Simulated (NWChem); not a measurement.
# the pair CH2ClFO···H2S: a chain of runs

We compute a single-point energy (singlet CH4ClFOS, B3LYP-D2/def2-SVPD), then the energy (singlet CH2ClFO, B3LYP-D2/def2-SVPD), then the energy (singlet H2S, B3LYP-D2/def2-SVPD), then the energy (singlet CH2ClFO, B3LYP-D2/def2-SVPD), then a single-point energy (singlet H2S, B3LYP-D2/def2-SVPD) of CH4ClFOS and its partners. 

The results are computed with NWChem 7.3.0.

## 1. The structure to begin with

CH4ClFOS: 9 atoms, total charge 0, spin state singlet. The two molecules were placed rigidly side by side, at 1 times their contact distance; the pair isn't optimised.

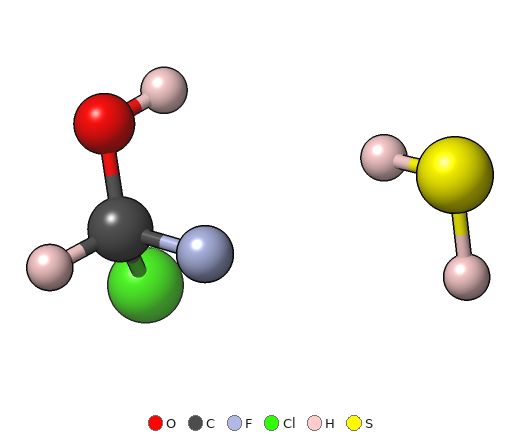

Viewed from a chosen angle; oxygen red, carbon dark grey, fluorine light blue, chlorine green, hydrogen pink, sulfur yellow.

## 2. A single-point energy at B3LYP-D2/def2-SVPD (run 1)

Input file ch4clfos.nw:

```
start ch4clfos
title "CH4ClFOS"
memory 2200 mb
geometry units bohr noautosym nocenter noautoz
  O    0.93915609   1.86657698  -0.39803301
  C    0.15038440  -0.38181916   0.49410669
  F    1.10753069  -2.32521351  -0.87726756
  Cl  -3.22466645  -0.69551370   0.41039182
  H    0.28228729   2.11205240  -2.08196796
  H    0.74527019  -0.57608301   2.45280782
  S    0.86914174  -3.57264062  -6.99807158
  H   -0.53267600  -1.80111687  -5.84909920
  H   -0.58526708  -5.44715445  -6.10630982
end
basis spherical bse
  * library def2-SVPD
end
dft
  xc b3lyp
  disp vdw 2
  grid fine
  convergence energy 1e-08
  iterations 100
  mulliken
  print low
end
task dft energy
```

Run with:

```
$ nwchem ch4clfos.nw > ch4clfos.out
```

Output:

```text
[...]
 d= 0,ls=0.0,diis     1  -1073.4462552111 -1.35D+03  1.37D-02  1.39D+00     5.7
[...]
 d= 0,ls=0.0,diis    10  -1073.6005997728 -6.43D-09  3.00D-07  2.17D-09    49.8
         Total DFT energy =    -1073.600599772834
      One electron energy =    -2033.655824972875
           Coulomb energy =      762.240409482679
    Exchange-Corr. energy =      -79.848419189920
 Nuclear repulsion energy =      277.667754146680
    Dispersion correction =       -0.004519239398
[...]
      Total Density - Mulliken Population Analysis
     ---------------------------------------------
    Atom       Charge   Shell Charges
 -----------   ------   -------------------------------------------------------
    1 O    8     8.29   1.99  1.10  0.60  0.05  2.90  1.54  0.07  0.01  0.02
    2 C    6     4.91   1.98  0.97 -0.31 -0.08  1.94  0.29  0.13 -0.02
    3 F    9     9.35   1.99  1.15  0.78  0.06  3.35  1.88  0.12  0.01  0.02
    4 Cl  17    17.36   2.00  1.98  1.30  0.64  0.02  5.93  2.17  3.02  0.23  0.03  0.03
    5 H    1     0.82   0.71  0.02  0.06  0.02
    6 H    1     1.26   0.77  0.42  0.02  0.05
    7 S   16    16.28   2.00  1.98  1.30  0.44  0.05  5.92  1.84  2.50  0.18  0.05  0.03
    8 H    1     0.87   0.73  0.02  0.03  0.09
    9 H    1     0.86   0.72  0.04  0.03  0.07
[...]
```

Run time: 50 s. Hardware: 1 thread of Intel Xeon Platinum 8488C (Sapphire Rapids), shared host; peak memory 0.12 GiB.

## 3. CH2ClFO: the energy at B3LYP-D2/def2-SVPD (run 2)

Input file a.nw:

```
start a
memory stack 880 mb heap 220 mb global 1100 mb
charge 0

geometry noautosym nocenter noautoz
  O     0.496980    0.987750   -0.210630
  C     0.079580   -0.202050    0.261470
  F     0.586080   -1.230450   -0.464230
  Cl   -1.706420   -0.368050    0.217170
  H     0.149380    1.117650   -1.101730
  H     0.394380   -0.304850    1.297970
end

basis "ao basis" spherical bse
  * library def2-SVPD
end

dft
  xc b3lyp
  disp vdw 2
  grid fine
  convergence energy 1e-08
  iterations 100
  mulliken
  print low
end

task dft energy
```

Run with:

```
$ nwchem a.nw > a.out
```

Output:

```text
[...]
 d= 0,ls=0.0,diis     1   -674.1744613254 -8.43D+02  1.79D-02  1.22D+00     2.2
[...]
 d= 0,ls=0.0,diis    10   -674.3085551134 -2.90D-09  2.78D-07  1.87D-09    18.5
         Total DFT energy =     -674.308555113419
      One electron energy =    -1265.960025007118
           Coulomb energy =      476.026529674142
    Exchange-Corr. energy =      -53.443092526775
 Nuclear repulsion energy =      169.070174982382
    Dispersion correction =       -0.002142236049
[...]
      Total Density - Mulliken Population Analysis
     ---------------------------------------------
    Atom       Charge   Shell Charges
 -----------   ------   -------------------------------------------------------
    1 O    8     8.30   1.99  1.10  0.60  0.06  2.90  1.54  0.07  0.01  0.02
    2 C    6     4.90   1.98  0.97 -0.30 -0.10  1.94  0.28  0.13 -0.01
    3 F    9     9.39   1.99  1.15  0.78  0.08  3.35  1.88  0.14  0.01  0.02
    4 Cl  17    17.36   2.00  1.98  1.30  0.64  0.03  5.93  2.17  3.01  0.23  0.03  0.03
    5 H    1     0.81   0.70  0.02  0.06  0.02
    6 H    1     1.24   0.77  0.40  0.02  0.04
[...]
```

Wall time 19 s (1 thread of Intel Xeon Platinum 8488C (Sapphire Rapids), shared host); peak memory 0.11 GiB.

## 4. H2S: the energy at B3LYP-D2/def2-SVPD (run 3)

Input file run.nw:

```
start run
memory stack 880 mb heap 220 mb global 1100 mb

geometry units angstroms noautosym nocenter noautoz
 S     0.459930   -1.890560   -3.703220
 H    -0.281880   -0.953110   -3.095210
 H    -0.309710   -2.882510   -3.231320
end

basis spherical bse
 * library def2-SVPD
end

dft
 xc b3lyp
 disp vdw 2
 grid fine
 convergence energy 1e-08
 maxiter 100
 mulliken
 print low
end

task dft energy
```

Run with:

```
$ nwchem run.nw > run.out
```

Output:

```text
[...]
 d= 0,ls=0.0,diis     1   -399.2733606665 -4.12D+02  1.00D-02  1.51D-01     0.3
[...]
 d= 0,ls=0.0,diis     7   -399.2921490363 -2.72D-09  1.46D-07  1.74D-11     1.6
         Total DFT energy =     -399.292149036336
      One electron energy =     -576.383635271805
           Coulomb energy =      190.594479284870
    Exchange-Corr. energy =      -26.401712778152
 Nuclear repulsion energy =       12.899085479649
    Dispersion correction =       -0.000365750897
[...]
      Total Density - Mulliken Population Analysis
     ---------------------------------------------
    Atom       Charge   Shell Charges
 -----------   ------   -------------------------------------------------------
    1 S   16    16.26   2.00  1.98  1.29  0.46  0.04  5.92  1.84  2.48  0.17  0.05  0.03
    2 H    1     0.87   0.72  0.05  0.03  0.07
    3 H    1     0.87   0.72  0.05  0.03  0.07
[...]
```

Run time: 2.3 s. Hardware: 1 thread of Intel Xeon Platinum 8488C (Sapphire Rapids), shared host; peak memory 0.11 GiB.

## 5. CH2ClFO among ghost functions: a single-point energy at B3LYP-D2/def2-SVPD (with ghost functions) (run 4)

Input file ch2clfo.nw:

```
start ch2clfo
title "CH2ClFO"
memory 2200 mb

geometry noautosym nocenter noautoz
   O     0.496980    0.987750   -0.210630
   C     0.079580   -0.202050    0.261470
   F     0.586080   -1.230450   -0.464230
   Cl   -1.706420   -0.368050    0.217170
   H     0.149380    1.117650   -1.101730
   H     0.394380   -0.304850    1.297970
   bqS      0.459930    -1.890560    -3.703220
   bqH     -0.281880    -0.953110    -3.095210
   bqH     -0.309710    -2.882510    -3.231320
end

basis spherical bse
   O library def2-SVPD
   C library def2-SVPD
   F library def2-SVPD
   Cl library def2-SVPD
   H library def2-SVPD
   bqS library S def2-SVPD
   bqH library H def2-SVPD
end

dft
   xc b3lyp
   mult 1
   disp vdw 2
   grid fine
   convergence energy 1e-08
   iterations 100
   mulliken
   print low
end

task dft
```

Run with:

```
$ nwchem ch2clfo.nw > ch2clfo.out
```

Output:

```text
[...]
 d= 0,ls=0.0,diis     1   -674.1748667296 -8.43D+02  1.34D-02  1.22D+00     5.4
[...]
 d= 0,ls=0.0,diis    10   -674.3089614153 -1.93D-09  2.23D-07  1.90D-09    49.2
         Total DFT energy =     -674.308961415349
      One electron energy =    -1265.959806464854
           Coulomb energy =      476.025362926681
    Exchange-Corr. energy =      -53.442550623508
 Nuclear repulsion energy =      169.070174982382
    Dispersion correction =       -0.002142236049
[...]
      Total Density - Mulliken Population Analysis
     ---------------------------------------------
    Atom       Charge   Shell Charges
 -----------   ------   -------------------------------------------------------
    1 O    8     8.29   1.99  1.10  0.60  0.05  2.90  1.54  0.07  0.01  0.02
    2 C    6     4.90   1.98  0.97 -0.31 -0.08  1.94  0.29  0.13 -0.03
    3 F    9     9.37   1.99  1.15  0.78  0.06  3.35  1.88  0.14  0.01  0.02
    4 Cl  17    17.37   2.00  1.98  1.30  0.64  0.02  5.93  2.17  3.02  0.24  0.03  0.03
    5 H    1     0.81   0.70  0.02  0.06  0.02
    6 H    1     1.26   0.77  0.42  0.02  0.05
    7 X    0    -0.01   0.00  0.00 -0.00 -0.00 -0.00  0.00 -0.00 -0.00 -0.00 -0.00  0.00
    8 X    0     0.00  -0.00  0.00 -0.00  0.00
    9 X    0    -0.00  -0.00  0.00 -0.00 -0.00
[...]
```

Run time: 50 s. Hardware: 1 thread of Intel Xeon Platinum 8488C (Sapphire Rapids), shared host; peak memory 0.12 GiB.

## 6. H2S among ghost functions: a single-point energy at B3LYP-D2/def2-SVPD (with ghost functions) (run 5)

Input file nw.nw:

```
start nw
title "H2S energy"
memory stack 880 mb heap 220 mb global 1100 mb

geometry units angstroms noautosym nocenter noautoz
   S     0.459930   -1.890560   -3.703220
   H    -0.281880   -0.953110   -3.095210
   H    -0.309710   -2.882510   -3.231320
   bqO      0.496980     0.987750    -0.210630
   bqC      0.079580    -0.202050     0.261470
   bqF      0.586080    -1.230450    -0.464230
   bqCl    -1.706420    -0.368050     0.217170
   bqH      0.149380     1.117650    -1.101730
   bqH      0.394380    -0.304850     1.297970
end

basis spherical bse
   S library def2-SVPD
   H library def2-SVPD
   bqO library O def2-SVPD
   bqC library C def2-SVPD
   bqF library F def2-SVPD
   bqCl library Cl def2-SVPD
   bqH library H def2-SVPD
end

dft
   xc b3lyp
   disp vdw 2
   grid fine
   convergence energy 1e-08
   iterations 100
   mulliken
   noprint "final vectors analysis"
end

task dft energy
```

Run with:

```
$ nwchem nw.nw > nw.out
```

Output:

```text
[...]
          Wavefunction type:  closed shell.
          No. of atoms     :     9
          No. of electrons :    18
[...]
          Charge           :     0
          Spin multiplicity:     1
[...]
          AO basis - number of functions:   152
[...]
              XC Information
              --------------
                         B3LYP Method XC Potential
                     Hartree-Fock (Exact) Exchange  0.200
                        Slater Exchange Functional  0.800 local
                    Becke 1988 Exchange Functional  0.720 non-local
              Lee-Yang-Parr Correlation Functional  0.810
                  VWN I RPA Correlation Functional  0.190 local
[...]
 d= 0,ls=0.0,diis     1   -399.2736884288 -4.12D+02  3.10D-03  1.54D-01     4.9
[...]
 d= 0,ls=0.0,diis     7   -399.2924975884 -2.69D-09  7.60D-08  3.86D-11    33.2
         Total DFT energy =     -399.292497588420
      One electron energy =     -576.381241796876
           Coulomb energy =      190.591094006378
    Exchange-Corr. energy =      -26.401069526673
 Nuclear repulsion energy =       12.899085479649
    Dispersion correction =       -0.000365750897
[...]
      Total Density - Mulliken Population Analysis
     ---------------------------------------------
    Atom       Charge   Shell Charges
 -----------   ------   -------------------------------------------------------
    1 S   16    16.29   2.00  1.98  1.30  0.44  0.05  5.92  1.84  2.50  0.19  0.05  0.03
    2 H    1     0.85   0.72  0.01  0.03  0.08
    3 H    1     0.87   0.72  0.05  0.03  0.07
    4 X    0    -0.00  -0.00 -0.00  0.00 -0.00  0.00 -0.00 -0.00  0.00 -0.00
    5 X    0     0.00  -0.00  0.00 -0.00  0.00  0.00 -0.00 -0.00  0.00
    6 X    0    -0.00   0.00 -0.00  0.00  0.00 -0.00  0.00 -0.01  0.00 -0.00
    7 X    0    -0.01   0.00  0.00 -0.00  0.00 -0.00 -0.00  0.00 -0.00 -0.00 -0.00 -0.00
    8 X    0     0.00  -0.00  0.00 -0.00 -0.00
    9 X    0    -0.00  -0.00 -0.00 -0.00 -0.00
[...]
```

Wall time 34 s (1 thread of Intel Xeon Platinum 8488C (Sapphire Rapids), shared host); peak memory 0.12 GiB.

## 7. Summary of results

```
                                                                                                                  quantity           value
                                                                                   run 1, B3LYP-D2/def2-SVPD: total energy  -1073.60060 Eh
                                                                              run 1, B3LYP-D2/def2-SVPD: dispersion energy   -11.87 kJ/mol
                                                                                                     CH2ClFO: total energy   -674.30856 Eh
                                                                                                CH2ClFO: dispersion energy    -5.62 kJ/mol
                                                                                                         H2S: total energy   -399.29215 Eh
                                                                                                    H2S: dispersion energy    -0.96 kJ/mol
                                                                               CH2ClFO among ghost functions: total energy   -674.30896 Eh
                                                                          CH2ClFO among ghost functions: dispersion energy    -5.62 kJ/mol
                                                                                   H2S among ghost functions: total energy   -399.29250 Eh
                                                                                  H2S among ghost functions: dipole moment          1.02 D
                                                                              H2S among ghost functions: dispersion energy    -0.96 kJ/mol
              interaction energy of the rigid parts CH2ClFO and H2S (parts in their own basis; closest atoms 2.78 Å apart)        0.003 eV
interaction energy of the rigid parts CH2ClFO and H2S (parts in the whole basis, counterpoise; closest atoms 2.78 Å apart)        0.023 eV
```

**Reading.** The interaction energy of the rigid parts CH2ClFO and H2S (parts in their own basis; closest atoms 2.78 Å apart) is 0.00 eV (0.3 kJ/mol). Without counterpoise this holds the superposition error of the basis. The interaction energy of the rigid parts CH2ClFO and H2S (parts in the whole basis, counterpoise; closest atoms 2.78 Å apart) is 0.02 eV (0.5 kcal/mol): the parts repel at this shape. The basis-set superposition error is 2.0 kJ/mol. Mulliken charges (CH2ClFO) run from -0.39 on F3 to +1.10 on C2; in a basis this large or diffuse they mean little.
